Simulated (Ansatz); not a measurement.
# doublet CH3Cl3Si+: levels of theory compared

Aim: a comparison of 5 runs (UHF/cc-pVDZ, UB3LYP/6-31G*, U-r2SCAN0/cc-pVDZ, UB3LYP/cc-pVDZ, UMP2/cc-pVDZ) of doublet CH3Cl3Si+. 

The calculation is run with Ansatz 0.2.0.

80 further runs of the same task are left out: 6 that didn't finish, 74 set aside as unsound or not needed.

## 1. Starting point

The species is CH3Cl3Si+ (8 atoms), meant as a doublet with charge +1. SMILES of the parent species: `C[Si](Cl)(Cl)Cl`. Geometry: relaxed at PBE0-D4/def2-TZVP. That shape belongs to the parent species and isn't relaxed for this state.

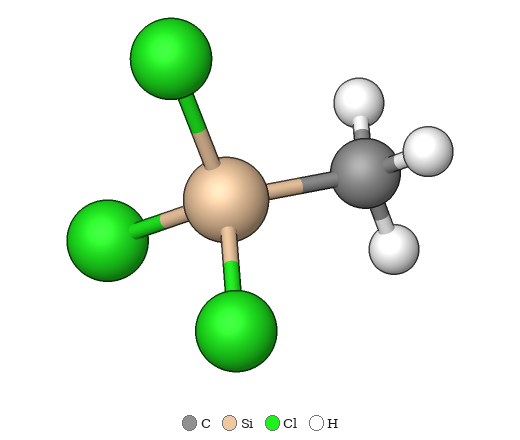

The structure, seen from a chosen angle (carbon grey, silicon light orange, chlorine green, hydrogen white).

## 2. The energy at UHF/cc-pVDZ (run 1)

in.yaml reads:

```yaml
crystal:
  periodic: [false, false, false]
  atoms:
    - symbol: C
      position_ang: [-0.728900, -0.279600, 0.686100]
    - symbol: Si
      position_ang: [0.568900, 0.197900, -0.528700]
    - symbol: Cl
      position_ang: [2.360400, -0.640000, -0.033600]
    - symbol: Cl
      position_ang: [0.065900, -0.429500, -2.402200]
    - symbol: Cl
      position_ang: [0.801200, 2.223000, -0.573800]
    - symbol: H
      position_ang: [-0.844500, -1.365200, 0.700800]
    - symbol: H
      position_ang: [-0.448300, 0.061100, 1.684800]
    - symbol: H
      position_ang: [-1.682600, 0.175200, 0.410800]
basis:
  gaussian:
    orbitals: cc-pVDZ
magnetization:
  spin_polarized: true
  initial_magnetization: 1
total_charge: 1
hamiltonian:
  xc: hf
output: {orbitals: {seedname: orbitals}}
accuracy: high
```

On the command line:

```sh
$ ansatz run in.yaml --threads 1 --pin off --max-ram 3480MiB --events-out events.jsonl --progress --plain --runs-dir runs
```

Log:

```text
Warning: RAYON_NUM_THREADS=1 ignored (pool sized by the plan → 1); use --threads N
Functional definition: HF
  name "HF"
  exchange = exact_x
  correlation = 0
2365 factors; integrals over basis functions are off by at most 3.4e-9 eV
mean field evaluation 1: about -46442.1318 eV, gradient 2.0e1 eV
mean field evaluation 2: about -46442.1465 eV, gradient 2.0e1 eV
mean field evaluation 4: about -46444.4002 eV, gradient 1.8e0 eV
mean field evaluation 8: about -46444.4391 eV, gradient 6.9e-2 eV
mean field evaluation 16: about -46444.8412 eV, gradient 2.2e0 eV
mean field evaluation 32: about -46444.9054 eV, gradient 4.2e-3 eV
mean field evaluation 64: about -46444.9017 eV, gradient 7.3e-2 eV
mean field evaluation 96: about -46444.8996 eV, gradient 3.3e-1 eV
mean field evaluation 128: about -46444.6840 eV, gradient 1.3e-1 eV
mean field evaluation 160: about -46444.3227 eV, gradient 2.4e0 eV
mean field evaluation 192: about -46444.9051 eV, gradient 7.7e-3 eV
mean field evaluation 224: about -46444.9059 eV, gradient 2.7e-8 eV
mean field evaluation 256: about -46444.9044 eV, gradient 2.4e-3 eV
mean field evaluation 288: about -46444.9044 eV, gradient 2.4e-3 eV
mean field evaluation 320: about -46444.5462 eV, gradient 1.2e0 eV
mean field evaluation 352: about -46444.1781 eV, gradient 7.0e-1 eV
mean field evaluation 384: about -46444.8850 eV, gradient 1.7e0 eV
mean field evaluation 416: about -46444.4392 eV, gradient 4.4e-6 eV
mean field evaluation 448: about -46444.9051 eV, gradient 1.1e-2 eV
mean field evaluation 480: about -46444.9055 eV, gradient 3.0e-3 eV
mean field -46444.90594594 eV, -1706.8188120252 hartree, gradient 2.7e-8 eV, S^2 0.759200; 9 other end points of the search recorded, 0 dependent functions left out
reference -46444.90594594 eV, -1706.8188120252 hartree; 37, 36 occupied and 64, 65 virtual orbitals, 2365 factors
Total energy: -46444.90594594 eV, -1706.8188120252 hartree
```

It took 1.7 min on 1 thread of Arm Neoverse V1, shared host; peak memory 0.55 GiB.

## 3. The energy at UB3LYP/6-31G(d) (Cartesian functions) (run 2)

input.yaml reads:

```yaml
crystal:
  periodic: [false, false, false]
  atoms:
    - {symbol: C, position_ang: [-0.728900, -0.279600, 0.686100]}
    - {symbol: Si, position_ang: [0.568900, 0.197900, -0.528700]}
    - {symbol: Cl, position_ang: [2.360400, -0.640000, -0.033600]}
    - {symbol: Cl, position_ang: [0.065900, -0.429500, -2.402200]}
    - {symbol: Cl, position_ang: [0.801200, 2.223000, -0.573800]}
    - {symbol: H, position_ang: [-0.844500, -1.365200, 0.700800]}
    - {symbol: H, position_ang: [-0.448300, 0.061100, 1.684800]}
    - {symbol: H, position_ang: [-1.682600, 0.175200, 0.410800]}
basis:
  gaussian: {orbitals: "6-31G*"}
total_charge: 1
magnetization: {spin_polarized: true, initial_magnetization: 1}
hamiltonian: {xc: {name: B3LYP}}
accuracy: high
output: {orbitals: {seedname: orbitals}}
```

On the command line:

```sh
$ ansatz run input.yaml --threads 1 --pin off --max-ram 3480MiB --events-out events.jsonl --progress --plain --runs-dir runs
```

Log:

```text
Warning: RAYON_NUM_THREADS=1 ignored (pool sized by the plan → 1); use --threads N
Functional definition: B3LYP
  name "B3LYP"
  parameter a0 = 0.2
  parameter ax = 0.72
  parameter ac = 0.81
  exchange = (1 - a0 - ax)*slater_x + ax*b88_x + a0*exact_x
  correlation = (1 - ac)*vwn_rpa_c + ac*lyp_c
2050 factors; integrals over basis functions are off by at most 3.9e-9 eV
mean field evaluation 1: about -46518.1722 eV, gradient 3.7e1 eV
mean field evaluation 2: about -46509.2420 eV, gradient 4.9e1 eV
mean field evaluation 4: about -46524.5527 eV, gradient 4.1e0 eV
mean field evaluation 8: about -46524.7586 eV, gradient 5.1e-1 eV
mean field evaluation 16: about -46524.7601 eV, gradient 4.1e-4 eV
mean field evaluation 32: about -46524.7690 eV, gradient 3.4e-1 eV
mean field evaluation 64: about -46524.6732 eV, gradient 1.3e0 eV
mean field -46524.77023479 eV, -1709.7537705067 hartree, gradient 1.5e-8 eV, S^2 0.753677; 9 other end points of the search recorded, 0 dependent functions left out
reference -46524.77027449 eV, -1709.7537719657 hartree; 37, 36 occupied and 60, 61 virtual orbitals, 2050 factors
Total energy: -46524.77027449 eV, -1709.7537719657 hartree
```

Wall time 81 s (1 thread of Arm Neoverse V1, shared host); peak memory 0.69 GiB.

## 4. A single-point energy at U-r2SCAN0/cc-pVDZ (run 3)

job.yaml reads:

```yaml
crystal:
  periodic: [false, false, false]
  atoms:
    - {symbol: C, position_ang: [-0.728900, -0.279600, 0.686100]}
    - {symbol: Si, position_ang: [0.568900, 0.197900, -0.528700]}
    - {symbol: Cl, position_ang: [2.360400, -0.640000, -0.033600]}
    - {symbol: Cl, position_ang: [0.065900, -0.429500, -2.402200]}
    - {symbol: Cl, position_ang: [0.801200, 2.223000, -0.573800]}
    - {symbol: H, position_ang: [-0.844500, -1.365200, 0.700800]}
    - {symbol: H, position_ang: [-0.448300, 0.061100, 1.684800]}
    - {symbol: H, position_ang: [-1.682600, 0.175200, 0.410800]}
basis:
  gaussian: {orbitals: cc-pVDZ}
total_charge: 1
magnetization: {spin_polarized: true, initial_magnetization: 1}
hamiltonian: {xc: {name: r2SCAN0}}
accuracy: high
output: {orbitals: {seedname: orbitals}}
```

On the command line:

```sh
$ ansatz run job.yaml --threads 1 --pin off --max-ram 3480MiB --events-out events.jsonl --progress --plain --runs-dir runs
```

Log:

```text
Warning: RAYON_NUM_THREADS=1 ignored (pool sized by the plan → 1); use --threads N
Functional definition: r2SCAN0
  name "r2SCAN0"
  parameter a = 0.25
  parameter k0 = 0.174
  parameter k1 = 0.065
  parameter a1 = 4.9479
  exchange = (1 - a)*r2scan_x(k0 = k0, k1 = k1, a1 = a1) + a*exact_x
  correlation = r2scan_c
2365 factors; integrals over basis functions are off by at most 3.4e-9 eV
mean field evaluation 1: about -46515.4459 eV, gradient 3.3e1 eV
mean field evaluation 2: about -46509.2418 eV, gradient 4.2e1 eV
mean field evaluation 4: about -46520.6983 eV, gradient 3.9e0 eV
mean field evaluation 8: about -46521.0098 eV, gradient 7.2e-1 eV
mean field evaluation 16: about -46521.0132 eV, gradient 5.9e-4 eV
mean field evaluation 32: about -46520.9903 eV, gradient 2.3e0 eV
mean field evaluation 64: about -46521.0281 eV, gradient 1.4e-3 eV
mean field -46521.02816502 eV, -1709.6162519789 hartree, gradient 2.8e-8 eV, S^2 0.756287; 7 other end points of the search recorded, 0 dependent functions left out
reference -46521.02816620 eV, -1709.6162520225 hartree; 37, 36 occupied and 64, 65 virtual orbitals, 2365 factors
Total energy: -46521.02816620 eV, -1709.6162520225 hartree
```

Run time: 3.9 min. Hardware: 1 thread of Arm Neoverse V1, shared host; peak memory 0.84 GiB.

Run 4 isn't shown in full; the table further down has it.

## 5. The energy at UMP2/cc-pVDZ (run 5)

molecule.yaml reads:

```yaml
crystal:
  periodic: [false, false, false]
  atoms:
    - symbol: C
      position_ang: [-0.728900, -0.279600, 0.686100]
    - symbol: Si
      position_ang: [0.568900, 0.197900, -0.528700]
    - symbol: Cl
      position_ang: [2.360400, -0.640000, -0.033600]
    - symbol: Cl
      position_ang: [0.065900, -0.429500, -2.402200]
    - symbol: Cl
      position_ang: [0.801200, 2.223000, -0.573800]
    - symbol: H
      position_ang: [-0.844500, -1.365200, 0.700800]
    - symbol: H
      position_ang: [-0.448300, 0.061100, 1.684800]
    - symbol: H
      position_ang: [-1.682600, 0.175200, 0.410800]
basis:
  gaussian:
    orbitals: cc-pVDZ
total_charge: 1
magnetization:
  spin_polarized: true
  initial_magnetization: 1
correlation:
  method: mp2
  frozen_orbitals: {C: 1, Cl: 5, H: 0, Si: 5}
accuracy: high
```

On the command line:

```sh
$ ansatz run molecule.yaml --threads 1 --pin off --max-ram 3480MiB --events-out events.jsonl --progress --plain --runs-dir runs
```

Log, cut to the lines that bear on the results:

```text
Warning: RAYON_NUM_THREADS=1 ignored (pool sized by the plan → 1); use --threads N
[... 2 set-up lines as earlier in the session ...]
[...]
2365 factors; integrals over basis functions are off by at most 3.4e-9 eV
[...]
mean field -46444.90594594 eV, -1706.8188120252 hartree, gradient 9.6e-8 eV, S^2 0.759200; 23 other end points of the search recorded, 0 dependent functions left out
21 core orbitals not correlated: weight in the atoms' cores, before any rotation towards them, 1.000 or more for the frozen orbitals, at most 0.000 for the correlated occupied ones
reference -46444.90594594 eV, -1706.8188120252 hartree; 16, 15 occupied and 64, 65 virtual orbitals, 2365 factors
second order -16.68595053 eV of doubles, -0.00000000 eV of singles
Total energy: -46461.59189647 eV, -1707.4320093972 hartree
```

It took 2.2 min on 1 thread of Arm Neoverse V1, shared host; peak memory 0.55 GiB.

## 6. The series

```tsv
run	level	Cartesian functions	frozen core orbitals	energy (Eh)	HOMO energy (eV)	LUMO energy (eV)	⟨S²⟩	wall time
1	UHF/cc-pVDZ	no	–	-1706.818812	-17.25	-9.70	0.759	1.7 min
2	UB3LYP/6-31G* (Cartesian functions)	yes	–	-1709.753772	-14.53	-13.32	0.754	81 s
3	U-r2SCAN0/cc-pVDZ	no	–	-1709.616252	-14.92	-13.34	0.756	3.9 min
4	UB3LYP/cc-pVDZ	no	–	-1709.833822	-14.43	-13.22	0.754	82 s
5	UMP2/cc-pVDZ	no	21	-1707.432009	–	–	0.759	2.2 min
```

## 7. Outcome

| quantity | value |
| --- | --- |
| run 5: total energy | -1707.43201 Eh |
| run 5: correlation energy (21 core orbitals frozen) | -613.2 mEh |
| run 5: ⟨S²⟩ of the reference determinant | 0.759 |

In words: Totals of different functionals can't be ranked against each other. All runs together took 10 min, the longest 3.9 min.
